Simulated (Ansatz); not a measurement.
# Screening in V2O5 (Pmmn)

Aim: the electronic dielectric constant of V2O5 (Pmmn) by perturbation theory, a sum over states and the RPA step of G0W0.

Program: Ansatz 0.2.0. Level of theory: linear response on LDA, plane waves, PAW. Results are calculated unless marked as measured.

### Step 1. Set-up

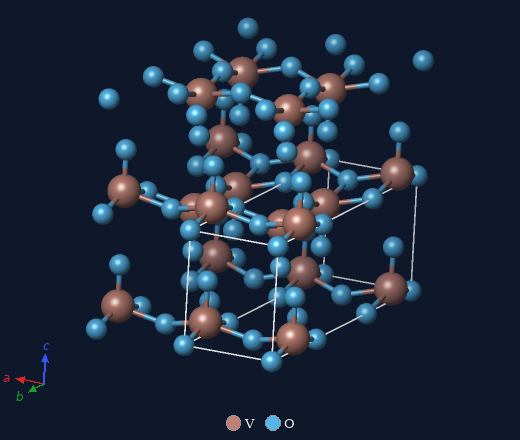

Start, viewed from a free direction; vanadium pink, oxygen blue. 2×1×2 cells are drawn. Bonds to atoms that aren't drawn are left out. Some periodic images of atoms are drawn too.

The cell and positions come from the Crystallography Open Database and are kept as given unless a step says otherwise. The default PAW set here is soft_2. Its files were made with PBE.

### Step 2. Response to a homogeneous field

ε∞ sets how strongly the crystal screens. Perturbation theory gives it with local fields and without a sum over empty bands.

This step: dielectric response by perturbation theory, LDA, plane waves, PAW.

The input, input.yaml:

```yaml
crystal:
  lattice:
    - [3.564, 0.0, 0.0]
    - [0.0, 11.512, 0.0]
    - [0.0, 0.0, 4.368]
  atoms:
    - { symbol: V, position: [0.0, 0.85118, 0.1083] }
    - { symbol: V, position: [0.0, 0.14882, 0.1083] }
    - { symbol: V, position: [0.5, 0.35118, 0.8917] }
    - { symbol: V, position: [0.5, 0.64882, 0.8917] }
    - { symbol: O, position: [0.0, 0.8543, 0.469] }
    - { symbol: O, position: [0.0, 0.1457, 0.469] }
    - { symbol: O, position: [0.5, 0.3543, 0.531] }
    - { symbol: O, position: [0.5, 0.6457, 0.531] }
    - { symbol: O, position: [0.0, 0.6811, 0.997] }
    - { symbol: O, position: [0.0, 0.3189, 0.997] }
    - { symbol: O, position: [0.5, 0.1811, 0.003] }
    - { symbol: O, position: [0.5, 0.8189, 0.003] }
    - { symbol: O, position: [0.0, 0.0, 0.999] }
    - { symbol: O, position: [0.5, 0.5, 0.001] }
kpoints:
  mp_grid: { grid: [6, 2, 6] }
hamiltonian:
  xc: lda
scf:
  occupations: { method: fixed }
dielectric: {}
```

Command:

```
$ ansatz run input.yaml --threads 3 --pin off --max-ram 92160MiB --backend cuda --events-out ev --progress --plain --runs-dir out --devices 1 --max-vram 13GiB  # rebuilt from the run's record
```

Numbers of over 12 decimals in the logs are rounded to 6 here.

The program printed:

```text
GPUs: using 1 of 1 available (devices: 1).
Engine: ansatz 0.2.0, x86_64-unknown-linux-gnu
Pseudopotentials: kind: paw
Pseudopotential: V, paw, valence charge 13, recommended cutoff 420 eV (normal), V.paw.azcp
Pseudopotential: O, paw, valence charge 6, recommended cutoff 420 eV (normal), O.paw.azcp
Functional definition: SPW92
  exchange = slater_x
  correlation = pw_c
device memory: the entry about to start is reckoned to put 3.5 GiB on a device that reports 46.0 GiB free (of which the cap on the GPU budget leaves the run 13.0 GiB)
GPU FFT provider: cuFFT
GPU libraries: cuBLAS 13.8.2, cuFFT 12.4.0, cuSOLVER 12.3.4
Crystal: 14 atoms, lattice volume = 179.214 Å³
Basis set: ecut = 420 eV, 3495 PW (Γ), exchange–correlation on 48×160×60 points (8 copies of the dense FFT grid, shifted against one another)
Bands: 70, of which v1, the nominal top of the filled ones, is band 56 counted from 1 (55 counted from 0)
Symmetry: 8 space group operations
k-points: 40 of 72 (irreducible under 1 space group operation, time reversal used)
Non-local potential: V, projectors of the file, l = 0: 3, l = 1: 2, l = 2: 3, l = 3: 1
Non-local potential: O, projectors of the file, l = 0: 2, l = 1: 2, l = 2: 1
PAW form: soft (Blöchl's): semilocal exchange-correlation on the pseudo side does not see the compensation charge
PAW frozen core: V, regenerated for the run's functional, and the local potential with it (the file was generated under x = pbe(κ = 0.804, μ = 0.219515), c = pbe(β = 0.066725))
PAW frozen core: O, regenerated for the run's functional, and the local potential with it (the file was generated under x = pbe(κ = 0.804, μ = 0.219515), c = pbe(β = 0.066725))
PAW one-centre angular grid: V, 590 points (default); XC on 64 Gauss nodes
PAW one-centre angular grid: O, 110 points (default); XC on 64 Gauss nodes
Initial density: superposition of atomic densities (neutral atoms: chi_scale 0, normalization atom), corrected by the library's trained network
Initial wavefunctions: pseudopotential atomic-orbital guess
GPU buffer pool allocated for 57600 grid points (all kernels)
GPU transforms: local potential and band sums: pruned to the plane-wave sphere, on 24×80×30
Functional: x = slater, c = lda
SCF iter   1: F=—  HF=-17000.981084 eV  |F-HF|=—  |Δ(HF+E_count)|=         —  Δρ=1.84e-2  dr2=5.38e-1  ethr=1.77e-3  ⟨swp⟩=3.7  Hψ=8937  notcnv=0  defer=392
preconditioner: auto → Resta (q_TF=auto, 2.523 Å⁻¹)  ε∞=7.9  [insulator: Δε(μ)=1.598 eV  Ē_g=9.449 eV  n_scr=48 (ndim 8)  ℏωp=24.8 eV  f_vac=0.166  ε∞_Penn≈7.9]
SCF iter   2: F=—  HF=-17000.919690 eV  |F-HF|=—  |Δ(HF+E_count)|=   6.14e-2  Δρ=1.53e-2  dr2=4.19e-1  ethr=4.81e-4  ⟨swp⟩=2.1  Hψ=4649  notcnv=0  defer=480
SCF iter   3: F=—  HF=-17000.871177 eV  |F-HF|=—  |Δ(HF+E_count)|=   4.85e-2  Δρ=5.34e-3  dr2=4.42e-2  ethr=3.74e-4  ⟨swp⟩=2.0  Hψ=3741  notcnv=0  defer=480
SCF iter   4: F=—  HF=-17000.863301 eV  |F-HF|=—  |Δ(HF+E_count)|=   7.88e-3  Δρ=2.21e-3  dr2=1.15e-2  ethr=3.94e-5  ⟨swp⟩=2.0  Hψ=3901  notcnv=0  defer=480
SCF iter   5: F=—  HF=-17000.861628 eV  |F-HF|=—  |Δ(HF+E_count)|=   1.67e-3  Δρ=8.77e-4  dr2=1.29e-3  ethr=1.03e-5  ⟨swp⟩=2.0  Hψ=3332  notcnv=0  defer=480
SCF iter   6: F=—  HF=-17000.860975 eV  |F-HF|=—  |Δ(HF+E_count)|=   6.53e-4  Δρ=3.32e-4  dr2=2.31e-4  ethr=1.15e-6  ⟨swp⟩=2.0  Hψ=3658  notcnv=0  defer=480
SCF iter   7: F=—  HF=-17000.860582 eV  |F-HF|=—  |Δ(HF+E_count)|=   3.93e-4  Δρ=1.91e-4  dr2=7.19e-5  ethr=2.07e-7  ⟨swp⟩=2.0  Hψ=3924  notcnv=0  defer=339
SCF iter   8: F=—  HF=-17000.860418 eV  |F-HF|=—  |Δ(HF+E_count)|=   1.64e-4  Δρ=4.72e-5  dr2=6.04e-6  ethr=6.42e-8  ⟨swp⟩=2.0  Hψ=3661  notcnv=0  defer=339
SCF iter   9: F=—  HF=-17000.861330 eV  |F-HF|=—  |Δ(HF+E_count)|=   9.12e-4  Δρ=2.41e-5  dr2=1.58e-6  ethr=5.40e-9  ⟨swp⟩=1.9  Hψ=3001  notcnv=0  defer=339
SCF iter  10: F=—  HF=-17000.861331 eV  |F-HF|=—  |Δ(HF+E_count)|=   6.12e-7  Δρ=8.48e-6  dr2=1.67e-7  ethr=1.41e-9  ⟨swp⟩=2.0  Hψ=3506  notcnv=0  defer=339
[...]
SCF iter  13: F=—  HF=-17000.861331 eV  |F-HF|=—  |Δ(HF+E_count)|=   2.12e-9  Δρ=4.98e-7  dr2=1.03e-9  ethr=9.40e-12  ⟨swp⟩=2.0  Hψ=3423  notcnv=0  defer=339
SCF iter  14: F=—  HF=-17000.861331 eV  |F-HF|=—  |Δ(HF+E_count)|=  1.35e-10  Δρ=5.59e-7  dr2=6.60e-10  ethr=1.00e-12  ⟨swp⟩=2.0  Hψ=3661  notcnv=0  defer=339
SCF iter  15: F=-17000.861331 eV  HF=-17000.861331 eV  |F-HF|=7.28e-12  |Δ(HF+E_count)|=  7.28e-11  Δρ=8.53e-8  dr2=1.90e-11  ethr=1.00e-12  ⟨swp⟩=7.0  Hψ=9632  notcnv=0
SCF 1 converged in 15 iterations: F = -17000.861331 eV  dr2 = 1.90e-11
  greatest PAW one-centre occupation: 1.000 electrons in one spin orbital (limit 2), on the V atom at site 3 (counted from 0), in its partial waves of l = 0
the response reads at least the filled bands of the reference SCF and the lowest empty band at each k-point, and that SCF's band table does not vouch for those bands. The notice of the band table in this run's record says why
device memory: the entry about to start is reckoned to put 0.1 GiB (of the 0.2 GiB reckoned in all, the device holds 0.2 GiB already) on a device that reports 46.8 GiB free (of which the cap on the GPU budget leaves the run 12.9 GiB)
device memory: the entry about to start is reckoned to put 2.7 GiB (of the 2.9 GiB reckoned in all, the device holds 0.2 GiB already) on a device that reports 46.7 GiB free (of which the cap on the GPU budget leaves the run 12.8 GiB)
DFPT response loops at Γ: preconditioner auto → none (the input reference at scf.mixing.eps_inf says where Resta's filter doesn't serve); β = 0.50; Broyden in place of MSR1
── the response to a field inside a basis, on 6×2×6 k-points: an SCF that follows is theirs, and a resumed run solves both again ──
device memory: the entry about to start is reckoned to put 0.4 GiB on a device that reports 51.4 GiB free (of which the cap on the GPU budget leaves the run 12.8 GiB)
GPU FFT provider: cuFFT
GPU libraries: cuBLAS 13.8.2, cuFFT 12.4.0, cuSOLVER 12.3.4
Bands: 57, of which v1, the nominal top of the filled ones, is band 56 counted from 1 (55 counted from 0)
k-points: 9 of 72
Initial density: handed on by an earlier stage of this run
Initial wavefunctions: pseudopotential atomic-orbital guess (no wavefunctions were taken with the density)
GPU buffer pool allocated for 57600 grid points (all kernels)
GPU transforms: band sums: pruned to the plane-wave sphere, on 24×80×30
Eigensolver: Dense (9 Hₖ)
SCF iter   1: F=—  HF=-17000.686465 eV  |F-HF|=—  |Δ(HF+E_count)|=         —  Δρ=5.90e-4  dr2=1.77e-4  ethr=1.00e-1
preconditioner: auto → Resta (q_TF=auto, 2.523 Å⁻¹)  ε∞=10.9  [insulator: Δε(μ)=1.855 eV  Ē_g=7.883 eV  n_scr=48 (ndim 8)  ℏωp=24.8 eV  f_vac=0.156  ε∞_Penn≈10.9]
SCF iter   2: F=—  HF=-17000.686460 eV  |F-HF|=—  |Δ(HF+E_count)|=   5.04e-6  Δρ=3.33e-4  dr2=1.29e-4  ethr=1.58e-7
SCF iter   3: F=—  HF=-17000.686470 eV  |F-HF|=—  |Δ(HF+E_count)|=   1.05e-5  Δρ=3.10e-4  dr2=1.48e-4  ethr=1.16e-7
SCF iter   4: F=—  HF=-17000.686454 eV  |F-HF|=—  |Δ(HF+E_count)|=   1.65e-5  Δρ=5.35e-5  dr2=4.17e-6  ethr=1.16e-7
SCF iter   5: F=—  HF=-17000.686454 eV  |F-HF|=—  |Δ(HF+E_count)|=   2.16e-7  Δρ=2.79e-5  dr2=1.93e-6  ethr=3.73e-9
SCF iter   6: F=—  HF=-17000.686453 eV  |F-HF|=—  |Δ(HF+E_count)|=   1.89e-7  Δρ=1.07e-5  dr2=2.96e-7  ethr=1.72e-9
SCF iter   7: F=-17000.686453 eV  HF=-17000.686453 eV  |F-HF|=2.51e-8  |Δ(HF+E_count)|=   3.12e-8  Δρ=6.08e-6  dr2=6.38e-8  ethr=2.64e-10
SCF 1 converged in 7 iterations: F = -17000.686453 eV  dr2 = 6.38e-8
device memory: the entry about to start is reckoned to put 0.1 GiB (of the 0.1 GiB reckoned in all, the device holds 0.1 GiB already) on a device that reports 49.0 GiB free (of which the cap on the GPU budget leaves the run 12.8 GiB)
device memory: the entry about to start is reckoned to put 2.4 GiB on a device that reports 48.1 GiB free (of which the cap on the GPU budget leaves the run 12.6 GiB)
DFPT response loops at Γ: mixed as the last ones told, above
SCF converged after 15 iterations
Free energy (F): -17000.861331 eV
Harris-Foulkes:  -17000.861331 eV  (|F-HF|=7.28e-12)
Internal energy: -17000.861331 eV  (E = F + TS)
E sigma→0 (E₀):  -17000.861331 eV
Fermi energy:    3.856054 eV
--- Per-component energies (eV) ---
  E_band       = -1442.383741
  E_kinetic    = 3070.695497
  E_local      = -11267.980876  (includes V_loc(G=0)·N_el)
  E_nonlocal   = 312.771747
  E_hartree    = 4580.335869
  E_xc         = -1233.391815
  E_vxc        = -1580.074365  (∫ρ·V_xc dr)
  E_paw        = -5702.034801  (= ΣΔE_a)
  E_vpaw       = -1138.493097  (= ΣTr[D̂ρ^β])
  E_aug_tail   = 0.025385  (compensation charges beyond the density's cutoff)
  E_ewald      = -6763.636150
  E_core_change = 2.353814  (= ΣΔE_core)
  E_smearing   = -0.000000  (= −TS)
  E_closure    = 0.000000  (closes the sum)
  Σ components = -17000.861331   (vs F -17000.861331, Δ=0.00e0)
--- Band table (eV; the first three rows and the last of 40) ---
  k-point 0: bands = [... 52 lower, 2.9109, 3.0811, 3.1655, 3.2274, 5.5871, 5.7433, 7.0692, 7.1657, ... 10 higher]
  k-point 1: bands = [... 52 lower, 2.9448, 3.1580, 3.2853, 3.3039, 5.6177, 5.7814, 7.0868, 7.1838, ... 10 higher]
  k-point 2: bands = [... 52 lower, 3.0539, 3.3956, 3.4042, 3.6082, 5.6832, 5.8528, 7.1288, 7.2111, ... 10 higher]
  k-point 39: bands = [... 52 lower, 3.7963, 3.7963, 3.8456, 3.8456, 6.2192, 6.2192, 6.8966, 6.8966, ... 10 higher]
--- Dielectric response (ions clamped): 3 representative field directions + reference, inside a basis on a mesh of 72 k-points (Σ response iterations 27) ---
  ε∞ (high-frequency dielectric tensor):
        6.092678     0.000000     0.000000
        0.000000     6.606169     0.000000
        0.000000     0.000000     3.862149
  Born effective charges Z* (e; rows j = field, columns β = displacement):
    site 0:
         6.28095   -0.00000    0.00000
        -0.00000    6.68417   -0.54873
         0.00000   -0.08021    3.29514
    site 1:
         6.28095   -0.00000    0.00000
         0.00000    6.68417    0.54873
         0.00000    0.08021    3.29514
    site 2:
         6.28095   -0.00000    0.00000
        -0.00000    6.68417    0.54873
         0.00000    0.08021    3.29514
    site 3:
         6.28095   -0.00000    0.00000
         0.00000    6.68417   -0.54873
         0.00000   -0.08021    3.29514
    site 4:
        -0.55285   -0.00000    0.00000
        -0.00000   -0.54844    0.21191
         0.00000    0.06399   -2.19989
    site 5:
        -0.55285   -0.00000    0.00000
         0.00000   -0.54844   -0.21191
         0.00000   -0.06399   -2.19989
    site 6:
        -0.55285   -0.00000    0.00000
         0.00000   -0.54844   -0.21191
         0.00000   -0.06399   -2.19989
    site 7:
        -0.55285   -0.00000    0.00000
         0.00000   -0.54844    0.21191
         0.00000    0.06399   -2.19989
    site 8:
        -5.21236   -0.00000    0.00000
         0.00000   -2.62406   -0.69908
         0.00000   -0.28193   -0.74074
    site 9:
        -5.21236   -0.00000    0.00000
         0.00000   -2.62406    0.69908
         0.00000    0.28193   -0.74074
    site 10:
        -5.21236   -0.00000    0.00000
         0.00000   -2.62406    0.69908
         0.00000    0.28193   -0.74074
    site 11:
        -5.21236   -0.00000    0.00000
         0.00000   -2.62406   -0.69908
         0.00000   -0.28193   -0.74074
    site 12:
        -1.03147    0.00000    0.00000
         0.00000   -7.02333    0.00000
         0.00000    0.00000   -0.70900
    site 13:
        -1.03147    0.00000    0.00000
         0.00000   -7.02333    0.00000
         0.00000    0.00000   -0.70900
  Z* charge neutrality: 1.524e-2 e pre-enforcement
  solved inside a basis spanned on kpoints, on 6×2×6 k-points, its susceptibility summed on 10×4×8: ε∞ is read to err by 3.6e-2, Z* by 2.9e-2 e (field_mesh: kpoints solves on kpoints); Z* is corrected for what the basis lacks
```

Elapsed: 40 s, on 1 × NVIDIA H100 80GB HBM3 (shared by 6 runs) with 3 threads of AMD EPYC 7R13 (Zen 3), shared host; peak memory 3.3 GiB; 90 s of CPU time.

In the SCF lines HF is the Harris–Foulkes energy and dr2 the Hartree energy of the density residual, in eV; the loop may stop once dr2 is under the threshold and the program's other checks hold. Hψ counts applications of the Hamiltonian.

This step gave:

* stated error of ε∞: 0.036

One over ε∞ averages 0.19, somewhat under the quarter of exact exchange in PBE0.

High-frequency dielectric tensor:

```
6.09 0.00 0.00
0.00 6.61 0.00
0.00 0.00 3.86
```

Born effective charge (e), principal values of the symmetric part by kind of site:

| atom | atoms with these values | low | middle | high | mean |
| --- | --- | --- | --- | --- | --- |
| V1 | 4 | 3.27 | 6.28 | 6.71 | 5.42 |
| O5 | 4 | -2.21 | -0.55 | -0.54 | -1.10 |
| O9 | 4 | -5.21 | -2.74 | -0.62 | -2.86 |
| O13 | 2 | -7.02 | -1.03 | -0.71 | -2.92 |

In full for O13:

```
-1.03  0.00  0.00
 0.00 -7.02  0.00
 0.00  0.00 -0.71
```

### Step 3. Independent-particle spectrum

The independent-particle spectrum shows where the oscillator strength lies, before excitons and local fields.

This step: independent-particle optics on LDA, plane waves, PAW.

Edit input.yaml of step 2 so:

```diff
@@ -26,2 +26,4 @@
   occupations: { method: fixed }
-dielectric: {}
+  n_extra_bands: 122
+output:
+  optics: { e_range: [0, 25], de: 0.1, sigma: 0.2 }
```

The program printed:

```text
[...]
GPUs: using 1 of 1 available (devices: 1).
[...]
GPU FFT provider: cuFFT
GPU libraries: cuBLAS 13.8.2, cuFFT 12.4.0, cuSOLVER 12.3.4
Crystal: 14 atoms, lattice volume = 179.214 Å³
Basis set: ecut = 420 eV, 3495 PW (Γ)
Bands: 178, of which v1, the nominal top of the filled ones, is band 56 counted from 1 (55 counted from 0)
Symmetry: 8 space group operations
[...]
k-points: 32 of 72
[...]
GPU buffer pool allocated for 57600 grid points (all kernels)
[...]
SCF iter   1: F=—  HF=-17000.980878 eV  |F-HF|=—  |Δ(HF+E_count)|=         —  Δρ=1.85e-2  dr2=5.41e-1  ethr=1.77e-3  ⟨swp⟩=4.2  Hψ=18598  notcnv=0  defer=3821
[...]
SCF iter  14: F=-17000.861325 eV  HF=-17000.861325 eV  |F-HF|=7.28e-12  |Δ(HF+E_count)|=  1.09e-11  Δρ=3.27e-8  dr2=2.25e-12  ethr=1.00e-12  ⟨swp⟩=2.0  Hψ=6912  notcnv=0
SCF 1 converged in 14 iterations: F = -17000.861325 eV  dr2 = 2.25e-12
[...]
Optics k sum: 0 of 32 k-points
Optics k sum: 2 of 32 k-points
[...]
Optics k sum: 32 of 32 k-points
[...]
SCF converged after 14 iterations
Free energy (F): -17000.861325 eV
[...]
Internal energy: -17000.861325 eV  (E = F + TS)
E sigma→0 (E₀):  -17000.861325 eV
Fermi energy:    3.856053 eV
[...]
--- Band table (eV; the first three rows and the last of 32) ---
  k-point 0: bands = [... 52 lower, 2.9109, 3.0811, 3.1655, 3.2274, 5.5871, 5.7433, 7.0692, 7.1657, ... 118 higher]
  k-point 1: bands = [... 52 lower, 2.9448, 3.1580, 3.2853, 3.3039, 5.6177, 5.7814, 7.0868, 7.1838, ... 118 higher]
  k-point 2: bands = [... 52 lower, 3.0538, 3.3956, 3.4042, 3.6082, 5.6832, 5.8528, 7.1288, 7.2111, ... 118 higher]
  k-point 31: bands = [... 52 lower, 3.7963, 3.7963, 3.8456, 3.8456, 6.2192, 6.2192, 6.8966, 6.8966, ... 118 higher]
```

Elapsed: 46 s, on 1 × NVIDIA H100 80GB HBM3 (shared by 6 runs) with 3 threads; peak memory 3.5 GiB.

This step gave:

```
ε∞ without local fields (xx, yy, zz)                                   : 6.321, 7.012, 6.422
electrons in the f-sum (xx, yy, zz)                                    : 68.79, 69.07, 69.62
bands in the explicit sum (the static value is completed to all bands) : 178
```

The sum gives ε∞ = 6.32, 7.01 and 6.42 without local fields.

The ε₂ has structure finer than the step of the table below, so its rows give means over 2 eV, whole bins alone (the curve runs from 0 to 25 eV). Peaks (eV: height): xx 2.6: 10.4, 4.1: 8.20, 5.4: 6.52, 19.1: 2.23; yy 2.6: 11.6, 3.9: 10.5, 6.5: 5.87, 19.0: 2.28; zz 4.0: 9.79, 6.0: 10.9.

Independent particles, no local fields, Gaussian width 0.2 eV. The ε₂ by photon energy; means over each step:

| photon energy (eV) | xx | yy | zz |
| --- | --- | --- | --- |
| 2 | 2.43 | 3.22 | 0.200 |
| 4 | 5.10 | 6.13 | 5.10 |
| 6 | 5.23 | 4.57 | 9.31 |
| 8 | 3.01 | 3.77 | 5.53 |
| 10 | 1.04 | 0.894 | 1.25 |
| 12 | 0.689 | 0.557 | 0.817 |
| 14 | 0.964 | 0.917 | 1.19 |
| 16 | 1.18 | 1.25 | 0.950 |
| 18 | 1.34 | 1.47 | 0.960 |
| 20 | 1.53 | 1.43 | 1.04 |
| 22 | 0.982 | 0.918 | 0.946 |
| 24 | 0.707 | 0.652 | 0.744 |

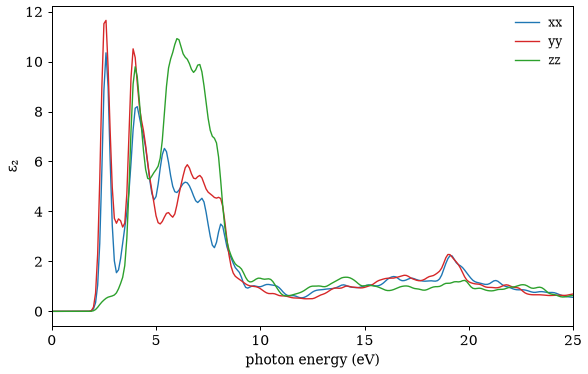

ε₂ against photon energy.

The loss function has structure finer than the step of the table below, so its rows give means over 2 eV, whole bins alone (the curve runs from 0 to 25 eV). Peaks (eV: height): xx 2.9: 0.204, 9.4: 1.05, 11.1: 1.03, 24.4: 1.07; yy 10.4: 1.38, 22.7: 1.16; zz 11.4: 1.58, 15.9: 0.835, 24.3: 1.24.

Independent particles, no local fields, Gaussian width 0.2 eV. Loss function against photon energy; means over each step:

| photon energy (eV) | xx | yy | zz |
| --- | --- | --- | --- |
| 2 | 0.0341 | 0.0307 | 0.00289 |
| 4 | 0.0938 | 0.114 | 0.0496 |
| 6 | 0.177 | 0.179 | 0.0817 |
| 8 | 0.330 | 0.232 | 0.123 |
| 10 | 0.865 | 1.02 | 0.499 |
| 12 | 0.560 | 0.594 | 1.04 |
| 14 | 0.379 | 0.349 | 0.672 |
| 16 | 0.370 | 0.358 | 0.741 |
| 18 | 0.391 | 0.399 | 0.632 |
| 20 | 0.629 | 0.712 | 0.739 |
| 22 | 0.872 | 0.922 | 0.741 |
| 24 | 0.978 | 0.905 | 1.07 |

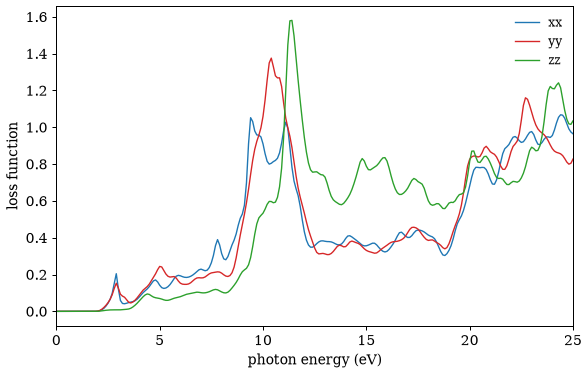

Loss function against photon energy.

[end of part 1 of 2]

[Paths, hosts, dates, memory and timing lines, banners, echoed tables and standing remarks are left out of the program output.]

[Logs are printed without paths, hosts, clocks, repeated set-up lines and the standing remarks that a program may print on its own settings, such as how far it seeks lower states.]

[Runs of the session that timed out or met a known fault of the program may be left out.]

[Cells called generated may have been cut or substituted from an entry of the Crystallography Open Database or the Materials Project.]

[Hosts, paths, dates, database ids (printed as entryN), source tags and the programs' standing remarks are cut or masked in the printed files.]
